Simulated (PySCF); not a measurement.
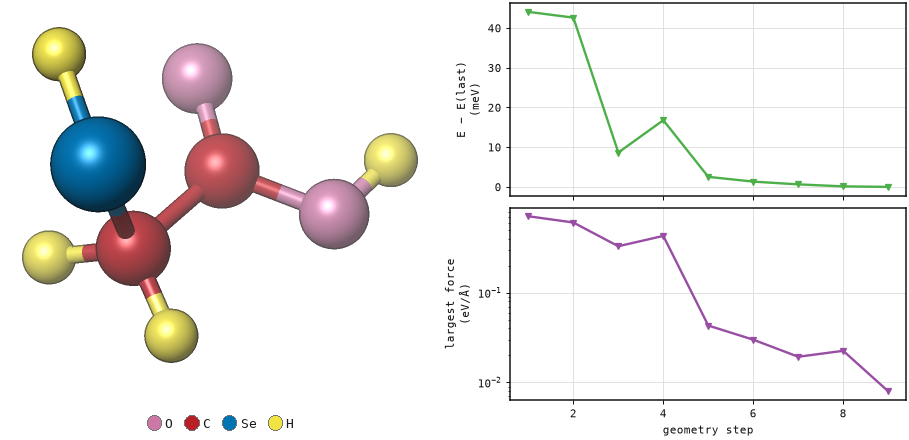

Beside the plot: the molecule at the start.

History of a geometry optimisation. The run: C₂H₄O₂Se (SMILES O=C(O)C[SeH]), by PBE0-D3(BJ)/def2-SVP, geometry optimisation in PySCF.

The optimisation met its thresholds at geometry 9, counting the start as the first. The energy fell by about 44 meV from the first step to the last, with a rise at step 4. The largest force goes from about 0.71 eV/Å at the start to 8 × 10⁻³ eV/Å at the end.
